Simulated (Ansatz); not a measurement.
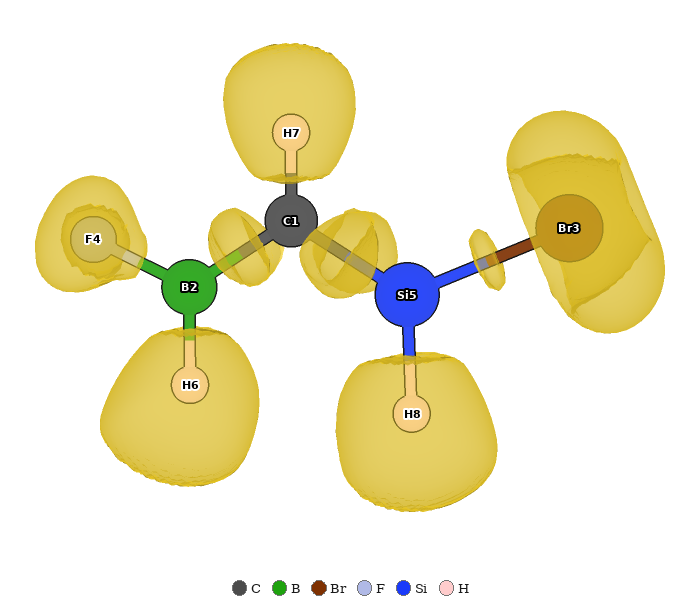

Figure. CH$_{3}$BBrFSi (SMILES FB/C=[SiH]/Br). Isosurface of the ELF at 0.8 (yellow), seen across its widest extent. Core shells and regions of very low density are left out.

Geometry: r2SCAN-D4/def2-SVP.

Method: Ansatz, isolated molecule in a Gaussian basis; Kohn-Sham density functional theory, functional PBE0.

The calculation's input:

```
crystal:
  periodic: [false, false, false]
  atoms:
    - {symbol: C, position_ang: [0.040617, 2.112807, 2.141172]}
    - {symbol: B, position_ang: [-0.402600, 0.656665, 2.081043]}
    - {symbol: Br, position_ang: [0.077564, 5.182189, 0.487931]}
    - {symbol: F, position_ang: [-0.134078, -0.184841, 3.085843]}
    - {symbol: Si, position_ang: [-0.385433, 3.051206, 0.768681]}
    - {symbol: H, position_ang: [-1.011001, 0.194648, 1.135062]}
    - {symbol: H, position_ang: [0.588859, 2.533181, 2.991601]}
    - {symbol: H, position_ang: [-1.123762, 2.530697, -0.402466]}
basis:
  gaussian: {orbitals: def2-TZVPD}
hamiltonian: {xc: {name: PBE0}}
output: {forces: true, orbitals: {seedname: orbitals}}
```

Run with:

```sh
ansatz run input.yaml --threads 2 --pin off --max-ram 4350MiB --events-out events.jsonl --progress --plain --runs-dir runs
```

### What do the ELF domains correspond to?

The surface consists of one region between bonded Br–Si atoms (shared pairs), one region between bonded B–C atoms (shared pairs), one region between bonded C–Si atoms (shared pairs), three regions around hydrogen nuclei, one region on F in which the atom's valence shell and bonds are merged and one ring or bowl of non-bonding electrons around Br. Profiles from the grid: B–F (1.34 Å): the ELF peaks at about 0.85 between the atoms (a shared but strongly polarised pair). C–B (1.52 Å): the ELF peaks at about 0.95 between the atoms; a covalent bond.
